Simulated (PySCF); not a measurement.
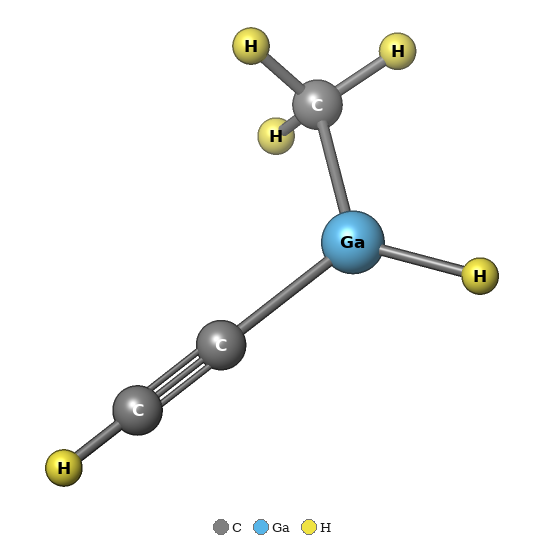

Atoms fade into the background with distance from the viewer. Computed geometry: PBE0-D3(BJ)/def2-SVP optimisation. No frequency run is at hand to confirm it as a minimum.

**Which symmetry elements does this geometry have?**

It has 1 mirror plane, so the point group is Cs. The group has 2 operations. The geometry is achiral, and symmetry allows a dipole moment.
